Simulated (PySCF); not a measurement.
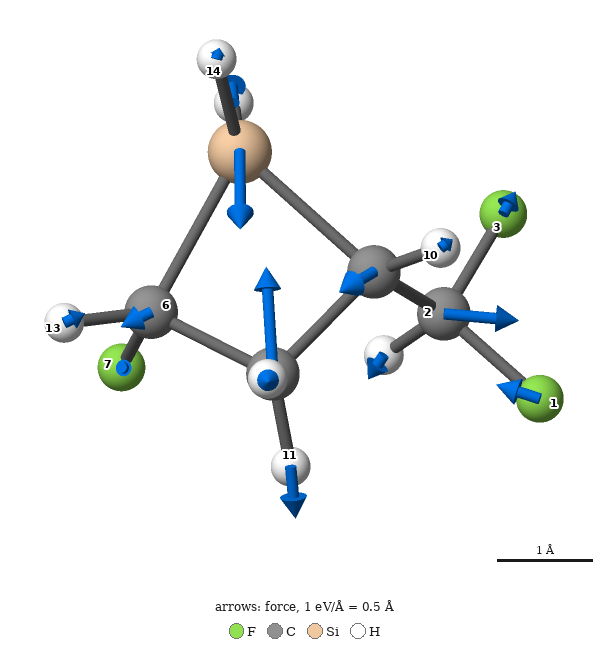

Starting geometry of C₄H₇F₃Si with the computed forces as blue arrows. A ball-and-stick model, seen at a tilt.

The start comes from GFN2-xTB. Its atoms were then displaced at random by about 0.01 Å.

Theory: PBE0-D3(BJ)/def2-SVP geometry optimisation, gas phase (PySCF). 

Q: Is this structure relaxed? If not, where do the atoms go?

A: It isn't relaxed: the largest force vector, on a C atom, is 2.30 eV/Å. The final displacements have little in common with the starting forces (cosine between the two patterns 0.13). An F atom moves most after the best rigid fit: 0.30 Å. Largest moves by element: F 0.30 Å, H 0.27 Å, C 0.11 Å, Si 0.09 Å. Among the contacts that change: H–Si 1.430 → 1.491 Å, C–H 1.069 → 1.103 Å, C–Si 1.949 → 1.920 Å, C–C 1.476 → 1.504 Å. Bond angles that change, for instance: H–Si–H 116.2° → 111.2°, C–C–Si 90.7° → 86.7°, C–Si–H 115.2° → 118.6°. After 9 geometry steps the energy has fallen by 0.230 eV.
